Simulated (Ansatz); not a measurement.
**MnO2 (Pyrolusite): how robust is the cRPA U?**

Aim: hold the target of a cRPA run on MnO2 (Pyrolusite) and move one thing at a time.

Program: Ansatz 0.2.0. Level of theory: constrained RPA on LDA, plane waves, PAW. Results are calculated unless marked as measured.

**1. The structure**

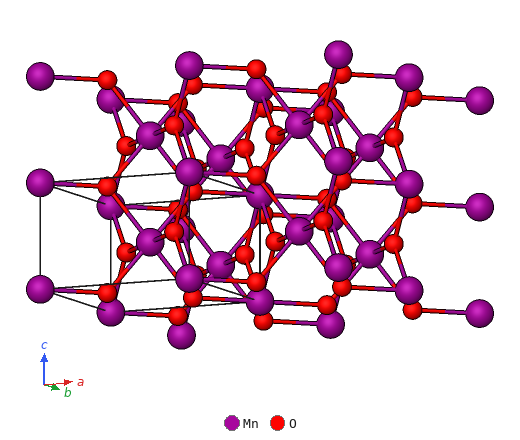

The cell as given, from a free direction (manganese purple, oxygen red). 2×2×2 cells are drawn. Some periodic images of atoms are drawn too.

The cell and positions come from the Crystallography Open Database and are kept as given unless a step says otherwise. The program's search for lower electronic states was switched off, so nothing shows that the state found is the lowest. The default PAW set here is soft_2. Its files were made with PBE.

**2. Base: Mn d, bands v3 to c7, 4×4×6 mesh, medium accuracy**

Constrained RPA screens the interaction with every transition except those inside the target bands, which a later many-body model would treat itself.

input.yaml

```yaml
crystal:
  lattice:
    - [2.19915, 2.19915, 3.11006776]
    - [-2.19915, -2.19915, 3.11006776]
    - [2.03151778, -2.03151778, 0.0]
  atoms:
    - { symbol: Mn, position: [0.0, 0.0, 0.0] }
    - { symbol: Mn, position: [0.5, 0.5, 0.5] }
    - { symbol: O, position: [0.30515, 0.30515, 0.0] }
    - { symbol: O, position: [0.19485, 0.80515, 0.5] }
    - { symbol: O, position: [0.69485, 0.69485, 0.0] }
    - { symbol: O, position: [0.80515, 0.19485, 0.5] }
kpoints:
  mp_grid: { grid: [8, 8, 12] }
hamiltonian:
  xc: lda
scf:
  occupations: { method: gaussian, width: 0.08 }
  n_extra_bands: 24
  max_iter: 150
  lower_state_search: "off"
output:
  crpa:
    kmesh: [4, 4, 6]
    target_bands: [v3, c7]
    projections: [{ species: Mn, l: d, shell: 3 }]
  local_orbitals:
    kmesh: [8, 8, 12]
    orbitals: [{ species: Mn, l: d, shell: 3 }]
    window: { bands: [v3, c7] }
    seedname: lo
```

Launch:

```
$ ansatz run input.yaml --threads 8 --pin off --max-ram 14745MiB --backend cpu --events-out ev --progress --plain --runs-dir out
```

Numbers of over 12 decimals in the logs are rounded to 6 here.

What it wrote:

```text
scf.n_extra_bands = 24 over 27 filled bands (N_el = 54.0): the run solves 51 bands
Engine: ansatz 0.2.0, aarch64-unknown-linux-gnu
Pseudopotentials: kind: paw
Pseudopotential: Mn, paw, valence charge 15, recommended cutoff 420 eV (normal), Mn.paw.azcp
Pseudopotential: O, paw, valence charge 6, recommended cutoff 420 eV (normal), O.paw.azcp
Functional definition: SPW92
  exchange = slater_x
  correlation = pw_c
Crystal: 6 atoms, lattice volume = 55.578 Å³
Basis set: ecut = 420 eV, 1073 PW (Γ)
Bands: 51, of which v1, the nominal top of the filled ones, is band 27 counted from 1 (26 counted from 0)
Symmetry: 16 space group operations
Space group: P42/mnm (ITA 136), of the structure as read, at distance tolerance 3.8e-5 Å
k-points: 105 of 768
Non-local potential: Mn, projectors of the file, l = 0: 3, l = 1: 2, l = 2: 3, l = 3: 1
Non-local potential: O, projectors of the file, l = 0: 2, l = 1: 2, l = 2: 1
PAW form: soft (Blöchl's): semilocal exchange-correlation on the pseudo side does not see the compensation charge
PAW frozen core: Mn, regenerated for the run's functional, and the local potential with it (the file was generated under x = pbe(κ = 0.804, μ = 0.219515), c = pbe(β = 0.066725))
PAW frozen core: O, regenerated for the run's functional, and the local potential with it (the file was generated under x = pbe(κ = 0.804, μ = 0.219515), c = pbe(β = 0.066725))
PAW one-centre angular grid: Mn, 590 points (default); XC on 64 Gauss nodes
PAW one-centre angular grid: O, 110 points (default); XC on 64 Gauss nodes
Initial density: superposition of atomic densities (neutral atoms: chi_scale 0, normalization atom), corrected by the library's trained network
Initial wavefunctions: pseudopotential atomic-orbital guess
Functional: x = slater, c = lda
SCF iter   1: F=—  HF=-9902.740501 eV  |F-HF|=—  |Δ(HF+E_count)|=         —  Δρ=2.17e-2  dr2=1.86e-1  ethr=1.77e-3  ⟨swp⟩=5.4  Hψ=21019  notcnv=0  defer=692
preconditioner: auto → LDOS  [metal: Δε(μ)=0.002 eV  Ē_g=19.987 eV  σ=0.080 eV  W_gap=0.02  n_scr=18 (ndim 8)  ℏωp=30.7 eV  f_vac=0.033  D(μ)=10.29/eV (n_scr^D=180)  β→1.0]
SCF iter   2: F=—  HF=-9902.708044 eV  |F-HF|=—  |Δ(HF+E_count)|=   3.25e-2  Δρ=1.30e-2  dr2=4.66e-2  ethr=3.44e-4  ⟨swp⟩=2.3  Hψ=8782  notcnv=0  defer=1784
SCF iter   3: F=—  HF=-9902.694188 eV  |F-HF|=—  |Δ(HF+E_count)|=   1.39e-2  Δρ=4.28e-3  dr2=3.35e-3  ethr=8.64e-5  ⟨swp⟩=2.0  Hψ=7139  notcnv=0  defer=1784
SCF iter   4: F=—  HF=-9902.693389 eV  |F-HF|=—  |Δ(HF+E_count)|=   7.99e-4  Δρ=2.60e-3  dr2=1.42e-3  ethr=6.21e-6  ⟨swp⟩=2.0  Hψ=6589  notcnv=0  defer=1784
SCF iter   5: F=—  HF=-9902.693092 eV  |F-HF|=—  |Δ(HF+E_count)|=   2.97e-4  Δρ=8.71e-4  dr2=3.50e-4  ethr=2.64e-6  ⟨swp⟩=1.0  Hψ=3571  notcnv=0  defer=1784
[...]
cRPA screening: q 23/96 (q-point 11)
cRPA screening: q 27/96 (q-point 12)
cRPA screening: q 31/96 (q-point 13)
[...]
cRPA screening: q 91/96 (q-point 61)
cRPA screening: q 92/96 (q-point 62)
cRPA screening: q 94/96 (q-point 63)
cRPA screening: q 96/96 (q-point 64)
SCF converged after 8 iterations
Free energy (F): -9902.693052 eV
Harris-Foulkes:  -9902.693052 eV  (|F-HF|=5.54e-8)
Internal energy: -9902.657313 eV  (E = F + TS)
E sigma→0 (E₀):  -9902.675183 eV
Entropy (-TS):   -0.035739 eV (-5.956 meV/atom)
Fermi energy:    10.518110 eV
--- Per-component energies (eV) ---
  E_band       = -587.063569
  E_kinetic    = 1296.259075
  E_local      = -5473.791299  (includes V_loc(G=0)·N_el)
  E_nonlocal   = 676.531132
  E_hartree    = 2147.221874
  E_xc         = -514.104868
  E_vxc        = -661.249153  (∫ρ·V_xc dr)
  E_paw        = -3057.982492  (= ΣΔE_a)
  E_vpaw       = -719.245011  (= ΣTr[D̂ρ^β])
  E_aug_tail   = 0.009873  (compensation charges beyond the density's cutoff)
  E_ewald      = -4977.956201
  E_core_change = 1.155592  (= ΣΔE_core)
  E_smearing   = -0.035739  (= −TS)
  E_closure    = -0.000000  (closes the sum)
  Σ components = -9902.693052   (vs F -9902.693052, Δ=0.00e0)
--- Band table (eV; the first three rows and the last of 105) ---
  k-point 0: bands = [... 23 lower, 9.2977, 9.5265, 9.8561, 9.8561, 9.9199, 10.0175, 11.5442, 11.8634, ... 20 higher]
  k-point 1: bands = [... 23 lower, 9.3276, 9.8020, 9.9060, 9.9732, 10.1446, 10.1446, 11.6661, 11.8237, ... 20 higher]
  k-point 2: bands = [... 23 lower, 9.3232, 9.6771, 10.0592, 10.1646, 10.5869, 10.5869, 11.7069, 11.9552, ... 20 higher]
  k-point 104: bands = [... 23 lower, 8.5614, 10.3623, 10.3623, 10.4648, 10.4648, 10.9096, 10.9096, 13.2231, ... 20 higher]
--- cRPA (band scheme, projected local orbitals): target bands 25..34 (1-based), 10 Wannier function(s), 4×4×6 mesh, 68 bands' worth read of 73 solved, ecut_chi 136.0 eV, v(q+G=0) probe_charge, pair densities all_electron ---
  bands read: the sum over 68 bands ends inside a degenerate multiplet in 2 slots, whose members it reads at an even weight; the widest, k=2: bands 68 to 69 (counted from 1) at 1/2 each
  χ-basis size per q: N_G = 190..208
  window electrons = 6.0000, filled by tetrahedron_uncorrected; constrained ε̄⁻¹(q = 0, 0) head = 0.160958; min gauge Gram eig = 0.5075
  Kanamori averages over each shell's own Wannier functions (sites counted from 0, functions from 1):
  Each shell's averages of U are screened by what lies outside the whole window alone: parameters of one model of all the shells.
    Site 0, 3D, 5 of 5 d orbitals (Wannier functions 1, 2, 3, 4, 5; wannier90's mr 1, 2, 3, 4, 5):
      screened: U = 3.0956 eV, U' = 2.2207 eV, J = 0.4155 eV
      screened, to within: U = 7.1e-3 eV, U' = 7.1e-3 eV, J = 7.0e-4 eV
      bare: V = 17.5882 eV, V' = 16.3288 eV, J = 0.5585 eV
    Site 1, 3D, 5 of 5 d orbitals (Wannier functions 6, 7, 8, 9, 10; wannier90's mr 1, 2, 3, 4, 5):
      screened: U = 3.0657 eV, U' = 2.2281 eV, J = 0.4229 eV
      screened, to within: U = 6.9e-3 eV, U' = 6.9e-3 eV, J = 7.5e-4 eV
      bare: V = 17.4852 eV, V' = 16.3545 eV, J = 0.5842 eV
  Hermiticity witness max|P − P†| over intra, direct and exchange elements: 8.88e-15 eV (screened), 1.04e-17 eV (bare)
  Reality witness max|Im| over intra, direct and exchange elements: 1.10e-11 eV (screened), 3.98e-12 eV (bare)
```

Wall time 8.1 min (8 threads of Arm Neoverse V2, shared host); peak memory 0.82 GiB.

Numbers from this step:

```
U                                                 : 3.096 eV
U prime (inter-orbital)                           : 2.221 eV
J                                                 : 0.4155 eV
bare V                                            : 17.59 eV
bare J                                            : 0.5585 eV
stated bound on U                                 : 0.007082 eV
U over bare V                                     : 0.1760
electrons in the window                           : 6.000
head of the constrained inverse dielectric matrix : 0.1610
least eigenvalue of the projection's overlap      : 0.5075
target functions                                  : 10
bands in the sums                                 : 68
r.m.s. miss of the model bands                    : 0.001121 eV
width of the target bands                         : 5.416 eV
weight of the projected orbitals in the window    : 0.7118
```

On the Mn d shell, screening brings the on-site interaction from 17.6 eV down to U = 3.10 eV.

**3. Changed: 2×2×4 mesh**

input.yaml: that of step 2 with these lines changed.

```diff
@@ -23,9 +23,4 @@
   crpa:
-    kmesh: [4, 4, 6]
+    kmesh: [2, 2, 4]
     target_bands: [v3, c7]
     projections: [{ species: Mn, l: d, shell: 3 }]
-  local_orbitals:
-    kmesh: [8, 8, 12]
-    orbitals: [{ species: Mn, l: d, shell: 3 }]
-    window: { bands: [v3, c7] }
-    seedname: lo
```

What it wrote:

```text
[...]
Crystal: 6 atoms, lattice volume = 55.578 Å³
Basis set: ecut = 420 eV, 1073 PW (Γ)
Bands: 51, of which v1, the nominal top of the filled ones, is band 27 counted from 1 (26 counted from 0)
[... 1 set-up line as in the run before ...]
[...]
k-points: 105 of 768
[...]
SCF iter   1: F=—  HF=-9902.740501 eV  |F-HF|=—  |Δ(HF+E_count)|=         —  Δρ=2.17e-2  dr2=1.86e-1  ethr=1.77e-3  ⟨swp⟩=5.4  Hψ=21019  notcnv=0  defer=692
[...]
SCF iter   8: F=-9902.693052 eV  HF=-9902.693052 eV  |F-HF|=5.54e-8  |Δ(HF+E_count)|=   5.46e-7  Δρ=1.31e-5  dr2=9.48e-8  ethr=1.85e-10  ⟨swp⟩=9.0  Hψ=26791  notcnv=0
SCF 1 converged in 8 iterations: F = -9902.693052 eV  dr2 = 9.48e-8
[...]
NSCF: frozen V_eff on 9 k-points
[...]
cRPA screening: q 1/16
cRPA screening: q 2/16
cRPA screening: q 4/16 (q-point 3)
cRPA screening: q 5/16
cRPA screening: q 7/16 (q-point 6)
cRPA screening: q 11/16 (q-point 7)
cRPA screening: q 13/16
cRPA screening: q 14/16
cRPA screening: q 16/16 (q-point 15)
SCF converged after 8 iterations
Free energy (F): -9902.693052 eV
[...]
Internal energy: -9902.657313 eV  (E = F + TS)
E sigma→0 (E₀):  -9902.675183 eV
Entropy (-TS):   -0.035739 eV (-5.956 meV/atom)
Fermi energy:    10.518110 eV
[...]
--- Band table (eV; the first three rows and the last of 105) ---
  k-point 0: bands = [... 23 lower, 9.2977, 9.5265, 9.8561, 9.8561, 9.9199, 10.0175, 11.5442, 11.8634, ... 20 higher]
  k-point 1: bands = [... 23 lower, 9.3276, 9.8020, 9.9060, 9.9732, 10.1446, 10.1446, 11.6661, 11.8237, ... 20 higher]
  k-point 2: bands = [... 23 lower, 9.3232, 9.6771, 10.0592, 10.1646, 10.5869, 10.5869, 11.7069, 11.9552, ... 20 higher]
  k-point 104: bands = [... 23 lower, 8.5614, 10.3623, 10.3623, 10.4648, 10.4648, 10.9096, 10.9096, 13.2231, ... 20 higher]
[...]
χ-basis size per q: N_G = 190..209
[...]
screened: U = 3.0748 eV, U' = 2.1879 eV, J = 0.4218 eV
      screened, to within: U = 6.6e-3 eV, U' = 6.5e-3 eV, J = 7.0e-4 eV
      bare: V = 17.8213 eV, V' = 16.5487 eV, J = 0.5645 eV
[...]
screened: U = 3.0465 eV, U' = 2.1949 eV, J = 0.4288 eV
      screened, to within: U = 6.4e-3 eV, U' = 6.4e-3 eV, J = 7.4e-4 eV
      bare: V = 17.7203 eV, V' = 16.5739 eV, J = 0.5898 eV
[...]
```

Wall time 33 s (8 threads); peak memory 0.68 GiB.

This step gave:

```
U                                                 : 3.075 eV
U prime (inter-orbital)                           : 2.188 eV
J                                                 : 0.4218 eV
bare V                                            : 17.82 eV
bare J                                            : 0.5645 eV
stated bound on U                                 : 0.006512 eV
U over bare V                                     : 0.1725
electrons in the window                           : 6.000
head of the constrained inverse dielectric matrix : 0.1416
least eigenvalue of the projection's overlap      : 0.5075
target functions                                  : 10
bands in the sums                                 : 68
width of the target bands                         : 5.416 eV
weight of the projected orbitals in the window    : 0.7118
```

On the Mn d shell, screening brings the on-site interaction from 17.8 eV down to U = 3.07 eV.

**4. Changed: accuracy high**

input.yaml: that of step 3 with these lines changed.

```diff
@@ -23,4 +23,5 @@
   crpa:
-    kmesh: [2, 2, 4]
+    kmesh: [4, 4, 6]
     target_bands: [v3, c7]
     projections: [{ species: Mn, l: d, shell: 3 }]
+    accuracy: high
```

What it wrote:

```text
[...]
Crystal: 6 atoms, lattice volume = 55.578 Å³
Basis set: ecut = 420 eV, 1073 PW (Γ)
Bands: 51, of which v1, the nominal top of the filled ones, is band 27 counted from 1 (26 counted from 0)
[... 1 set-up line as in the run before ...]
[...]
k-points: 105 of 768
[...]
χ-basis size per q: N_G = 190..208
[...]
screened: U = 3.0963 eV, U' = 2.2212 eV, J = 0.4156 eV
      screened, to within: U = 6.0e-4 eV, U' = 5.9e-4 eV, J = 7.4e-5 eV
      bare: V = 17.5882 eV, V' = 16.3288 eV, J = 0.5585 eV
[...]
screened: U = 3.0664 eV, U' = 2.2286 eV, J = 0.4230 eV
      screened, to within: U = 5.8e-4 eV, U' = 5.8e-4 eV, J = 7.9e-5 eV
      bare: V = 17.4852 eV, V' = 16.3545 eV, J = 0.5842 eV
[...]
[key lines of the parts left out:]
SCF converged after 8 iterations
Free energy (F): -9902.693052 eV
Fermi energy:    10.518110 eV
```

Elapsed: 13 min, on 8 threads; peak memory 0.91 GiB.

Numbers from this step:

* U: 3.096 eV
* U prime (inter-orbital): 2.221 eV
* J: 0.4156 eV
* bare V: 17.59 eV
* bare J: 0.5585 eV
* stated bound on U: 5.95e-4 eV
* U over bare V: 0.1760
* electrons in the window: 6.000
* head of the constrained inverse dielectric matrix: 0.1610
* least eigenvalue of the projection's overlap: 0.5075
* target functions: 10
* bands in the sums: 68
* width of the target bands: 5.416 eV
* weight of the projected orbitals in the window: 0.7118

On the Mn d shell, screening brings the on-site interaction from 17.6 eV down to U = 3.10 eV.

**5. Changed: smooth pair densities**

input.yaml: that of step 4 with these lines changed.

```diff
@@ -26,2 +26,2 @@
     projections: [{ species: Mn, l: d, shell: 3 }]
-    accuracy: high
+    pair_densities: pseudo
```

What it wrote:

```text
[...]
Crystal: 6 atoms, lattice volume = 55.578 Å³
Basis set: ecut = 420 eV, 1073 PW (Γ)
Bands: 51, of which v1, the nominal top of the filled ones, is band 27 counted from 1 (26 counted from 0)
[... 1 set-up line as in the run before ...]
[...]
k-points: 105 of 768
[...]
screened, to within: U = 1.2e-3 eV, U' = 1.2e-3 eV, J = 1.3e-4 eV
      screened, sum over states alone: U = 3.3955 eV, U' = 2.3121 eV, J = 0.5206 eV
      bare: V = 17.5882 eV, V' = 16.3288 eV, J = 0.5585 eV
[...]
screened: U = 3.0972 eV, U' = 2.2245 eV, J = 0.4404 eV
      screened, to within: U = 1.1e-3 eV, U' = 1.1e-3 eV, J = 1.4e-4 eV
      screened, sum over states alone: U = 3.3646 eV, U' = 2.3198 eV, J = 0.5283 eV
      bare: V = 17.4852 eV, V' = 16.3545 eV, J = 0.5842 eV
[...]
[key lines of the parts left out:]
SCF converged after 8 iterations
Free energy (F): -9902.693052 eV
Fermi energy:    10.518110 eV
```

Elapsed: 12 min, on 8 threads; peak memory 0.73 GiB; 1.6 h of CPU time.

This step gave:

```
U                                                 : 3.127 eV
U prime (inter-orbital)                           : 2.217 eV
J                                                 : 0.4330 eV
bare V                                            : 17.59 eV
bare J                                            : 0.5585 eV
stated bound on U                                 : 0.001134 eV
U over bare V                                     : 0.1778
electrons in the window                           : 6.000
head of the constrained inverse dielectric matrix : 0.1611
least eigenvalue of the projection's overlap      : 0.5075
target functions                                  : 10
bands in the sums                                 : 68
width of the target bands                         : 5.416 eV
weight of the projected orbitals in the window    : 0.7118
```

On the Mn d shell, screening brings the on-site interaction from 17.6 eV down to U = 3.13 eV.

**6. Changed: orbitals of another atom**

input.yaml: that of step 5 with these lines changed.

```diff
@@ -25,3 +25,2 @@
     target_bands: [v3, c7]
-    projections: [{ species: Mn, l: d, shell: 3 }]
-    pair_densities: pseudo
+    projections: [{ species: O, l: p }]
```

What it wrote:

```text
Error: invalid value for `output.crpa.projections`: 12 orbital(s) selected but the target window spans 10 band(s); name one orbital per band of it
```

It took 0.1 s on 8 threads; peak memory 0.074 GiB.

The program refused the input before any cycle.

The program's message: “Error: invalid value for `output.crpa.projections`: 12 orbital(s) selected but the target window spans 10 band(s); name one orbital per band of it”

The fault put into this input: trial orbitals that do not match the target bands.

**7. Side by side**

Times are wall times on 8 threads of Arm Neoverse V2, shared host, good to a factor of about two.

| run | bare V (eV) | U (eV) | J (eV) | bound on U (eV) | width (eV) | time |
| --- | --- | --- | --- | --- | --- | --- |
| target window | 17.59 | 3.096 | 0.415 | 0.0071 | 5.42 | 8.1 min |
| 2×2×4 mesh | 17.82 | 3.075 | 0.422 | 0.0065 | 5.42 | 33 s |
| accuracy high | 17.59 | 3.096 | 0.416 | 0.0006 | 5.42 | 13 min |
| smooth pair densities | 17.59 | 3.127 | 0.433 | 0.0011 | 5.42 | 12 min |

**8. Summary of results**

```json
{
  "target window": "U 3.10 eV, J 0.42 eV",
  "2×2×4 mesh": "U 3.07 eV, J 0.42 eV",
  "accuracy high": "U 3.10 eV, J 0.42 eV",
  "smooth pair densities": "U 3.13 eV, J 0.43 eV"
}
```

**Reading.** 2×2×4 mesh moves U by −0.02 eV at 0.069 times the time. Accuracy high moves U by +0.001 eV (within the solver's bounds, for the mean over orbitals). Smooth pair densities moves U by +0.03 eV. The printed bound covers the solver alone, not the mesh, and no denser mesh than the base was run. The parent state is non-magnetic and the interaction static (zero frequency); U depends on the window and the orbitals, so it belongs to this model alone.

[Paths, hosts, dates, memory and timing lines, banners, echoed tables and standing remarks are left out of the program output.]

[Logs are printed without paths, hosts, clocks, repeated set-up lines and the standing remarks that a program may print on its own settings, such as how far it seeks lower states.]

[Runs of the session that timed out or met a known fault of the program may be left out.]

[Hosts, paths, dates, database ids (printed as entryN), source tags and the programs' standing remarks are cut or masked in the printed files.]
